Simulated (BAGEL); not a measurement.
**HF/STO-3G (density fitting with qzvpp-jkfit) run of C2H4F2S (SMILES FCSCF)**

What is the energy change on altering one bond length of C2H4F2S at HF/STO-3G (density fitting with qzvpp-jkfit)? 

The calculation is run with BAGEL 1.2.2.

2 further runs of the same task are left out: 2 set aside as unsound or not needed. Runs told in other sessions of the task aren't counted.

## 1. The structure to begin with

C2H4F2S: 9 atoms, total charge 0, spin state singlet. As SMILES, `FCSCF`. Geometry: relaxed at GFN2-xTB. This is one conformer, not always the lowest.

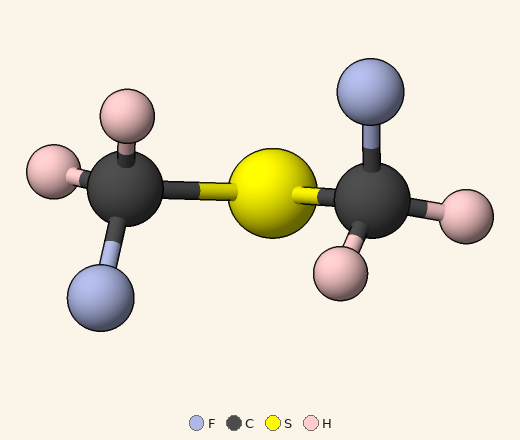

The structure, seen from a chosen angle (fluorine light blue, carbon dark grey, sulfur yellow, hydrogen pink).

## 2. The energy at HF/STO-3G (density fitting with qzvpp-jkfit)

The input, input.json:

```json
{ "bagel": [

{
  "title": "molecule",
  "basis": "sto-3g",
  "df_basis": "qzvpp-jkfit",
  "angstrom": true,
  "geometry": [
    { "atom": "F", "xyz": [    0.209210,   -0.331020,   -1.924700 ] },
    { "atom": "C", "xyz": [    0.888130,    0.371850,   -0.977230 ] },
    { "atom": "S", "xyz": [    0.954980,   -0.534260,    0.595970 ] },
    { "atom": "C", "xyz": [   -0.804910,   -0.418360,    1.028570 ] },
    { "atom": "F", "xyz": [   -1.154870,    0.859680,    1.341830 ] },
    { "atom": "H", "xyz": [    0.375340,    1.325600,   -0.829310 ] },
    { "atom": "H", "xyz": [    1.915080,    0.510300,   -1.319300 ] },
    { "atom": "H", "xyz": [   -1.413280,   -0.738170,    0.178440 ] },
    { "atom": "H", "xyz": [   -0.969690,   -1.045620,    1.905730 ] }
  ]
},
{ "title": "hf" },
{ "title": "print", "file": "orbitals.molden", "orbitals": true }

]}
```

Command:

```bash
$ BAGEL_NUM_THREADS=1 BAGEL input.json > input.out
```

The log of the run:

```text
* using 1 threads per process

  ===============================================================
  ===============================================================

  *** Geometry ***

  { "atom" : "F", "xyz" : [      0.395350,     -0.625537,     -3.637156 ] },
  { "atom" : "C", "xyz" : [      1.678322,      0.702695,     -1.846697 ] },
  { "atom" : "S", "xyz" : [      1.804651,     -1.009605,      1.126220 ] },
  { "atom" : "C", "xyz" : [     -1.521059,     -0.790586,      1.943716 ] },
  { "atom" : "F", "xyz" : [     -2.182388,      1.624560,      2.535691 ] },
  { "atom" : "H", "xyz" : [      0.709290,      2.505021,     -1.567169 ] },
  { "atom" : "H", "xyz" : [      3.618977,      0.964327,     -2.493116 ] },
  { "atom" : "H", "xyz" : [     -2.670712,     -1.394939,      0.337203 ] },
  { "atom" : "H", "xyz" : [     -1.832449,     -1.975935,      3.601308 ] },

  Number of auxiliary basis functions:      504

  Since a DF basis is specified, we compute 2- and 3-index integrals:
    o Being stored without compression. Storage requirement is 0.004 GB

  Number of basis functions:       33
  Number of electrons      :       50

    * METHOD: MOLECULE                             0.31

  *** RHF ***

  === Nuclear Repulsion ===
   238.7381089091

      * DIIS with orbital gradients will be used.

  === RHF iteration (sto-3g) ===
      0       -666.21718582          0.02112852           0.04
      1       -666.36505366          0.00602499           0.04
      2       -666.37709195          0.00113807           0.04
      3       -666.37799466          0.00014284           0.04
      4       -666.37800931          0.00003140           0.04
      5       -666.37801001          0.00000375           0.04
      6       -666.37801003          0.00000114           0.04
      7       -666.37801003          0.00000026           0.04
      8       -666.37801003          0.00000004           0.04
      9       -666.37801003          0.00000001           0.04
     10       -666.37801003          0.00000000           0.04
    * SCF iteration converged.

    * Permanent dipole moment:
           (   -0.054969,     0.030666,    -0.030904) a.u.

    * METHOD: HF                                   0.56

    * METHOD: PRINT                                0.01

  ===============================================================
```

Run time: 1.1 s. Hardware: 1 thread of Arm Neoverse N1, shared host; peak memory 0.083 GiB.

## 3. The distorted shape, same level

The input, hf.json:

```json
{ "bagel" : [

{
  "title" : "molecule",
  "basis" : "sto-3g",
  "df_basis" : "qzvpp-jkfit",
  "angstrom" : true,
  "geometry" : [
    { "atom" : "F", "xyz" : [       0.005515,      -0.541901,      -2.208968 ] },
    { "atom" : "C", "xyz" : [       0.888130,       0.371850,      -0.977230 ] },
    { "atom" : "S", "xyz" : [       0.954980,      -0.534260,       0.595970 ] },
    { "atom" : "C", "xyz" : [      -0.804910,      -0.418360,       1.028570 ] },
    { "atom" : "F", "xyz" : [      -1.154870,       0.859680,       1.341830 ] },
    { "atom" : "H", "xyz" : [       0.375340,       1.325600,      -0.829310 ] },
    { "atom" : "H", "xyz" : [       1.915080,       0.510300,      -1.319300 ] },
    { "atom" : "H", "xyz" : [      -1.413280,      -0.738170,       0.178440 ] },
    { "atom" : "H", "xyz" : [      -0.969690,      -1.045620,       1.905730 ] }
  ]
},

{ "title" : "hf" },

{ "title" : "print", "file" : "orbitals.molden", "orbitals" : true }

]}
```

Command:

```bash
$ BAGEL_NUM_THREADS=1 BAGEL hf.json > hf.out
```

The log of the run:

```text
* using 1 threads per process

  ===============================================================
  ===============================================================

  *** Geometry ***

  { "atom" : "F", "xyz" : [      0.010422,     -1.024044,     -4.174345 ] },
  { "atom" : "C", "xyz" : [      1.678322,      0.702695,     -1.846697 ] },
  { "atom" : "S", "xyz" : [      1.804651,     -1.009605,      1.126220 ] },
  { "atom" : "C", "xyz" : [     -1.521059,     -0.790586,      1.943716 ] },
  { "atom" : "F", "xyz" : [     -2.182388,      1.624560,      2.535691 ] },
  { "atom" : "H", "xyz" : [      0.709290,      2.505021,     -1.567169 ] },
  { "atom" : "H", "xyz" : [      3.618977,      0.964327,     -2.493116 ] },
  { "atom" : "H", "xyz" : [     -2.670712,     -1.394939,      0.337203 ] },
  { "atom" : "H", "xyz" : [     -1.832449,     -1.975935,      3.601308 ] },

  Number of auxiliary basis functions:      504

  Since a DF basis is specified, we compute 2- and 3-index integrals:
    o Being stored without compression. Storage requirement is 0.004 GB

  Number of basis functions:       33
  Number of electrons      :       50

    * METHOD: MOLECULE                             0.32

  *** RHF ***

  === Nuclear Repulsion ===
   228.5573107190

      * DIIS with orbital gradients will be used.

  === RHF iteration (sto-3g) ===
      0       -666.03905632          0.02431148           0.04
      1       -666.25627502          0.01065044           0.04
      2       -666.28974271          0.00169422           0.04
      3       -666.29139166          0.00048493           0.04
      4       -666.29152390          0.00008494           0.04
      5       -666.29153025          0.00002285           0.04
      6       -666.29153080          0.00000610           0.04
      7       -666.29153085          0.00000192           0.04
      8       -666.29153085          0.00000068           0.04
      9       -666.29153085          0.00000037           0.04
     10       -666.29153085          0.00000017           0.04
     11       -666.29153085          0.00000006           0.04
     12       -666.29153085          0.00000002           0.04
     13       -666.29153085          0.00000001           0.04
    * SCF iteration converged.

    * Permanent dipole moment:
           (   -0.118311,    -0.020731,    -0.230865) a.u.

    * METHOD: HF                                   0.68

    * METHOD: PRINT                                0.01

  ===============================================================
```

It took 1.2 s on 1 thread of Arm Neoverse N1, shared host; peak memory 0.083 GiB.

## 4. Results

At HF/STO-3G (density fitting with qzvpp-jkfit):

```
                                                         quantity          value
                                        first shape: total energy  -666.37801 Eh
                                       first shape: dipole moment         0.18 D
                                         first shape: HOMO energy       -7.52 eV
                                         first shape: LUMO energy       11.64 eV
                                       first shape: HOMO–LUMO gap       19.16 eV
                                    distorted shape: total energy  -666.29153 Eh
                                   distorted shape: dipole moment         0.66 D
                                     distorted shape: HOMO energy       -7.49 eV
                                     distorted shape: LUMO energy        8.43 eV
                                   distorted shape: HOMO–LUMO gap       15.91 eV
energy change with the F1–C2 bond stretched from 1.361 to 1.769 Å       2.353 eV
```

**Reading.** With the F1–C2 bond stretched from 1.361 to 1.769 Å the energy rises by 2.35 eV (54 kcal/mol). The first shape isn't relaxed at this level, so the change isn't measured from a minimum. The minimal basis adds a large error of its own.
